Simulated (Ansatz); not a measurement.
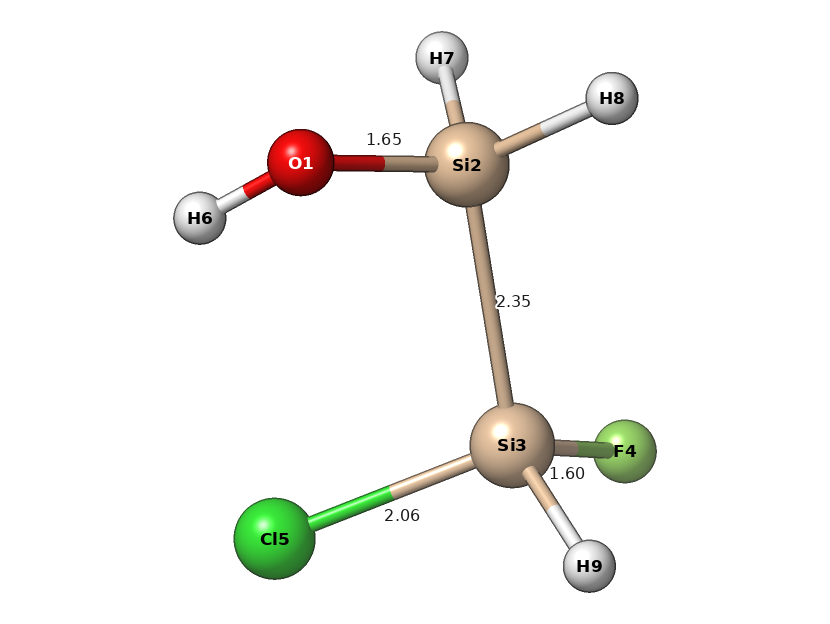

Bond lengths are marked in Å; every bond is drawn as one stick. The computed structure is the end point of a PBE0-D4/def2-TZVP optimisation. No frequency run is at hand to confirm it as a minimum.

### Assign a bond order to each marked bond.

O1–Si2 single; Si2–Si3 single; Si3–F4 single; Si3–Cl5 single.

### Write the SMILES.

O[SiH2][Si@H](F)Cl
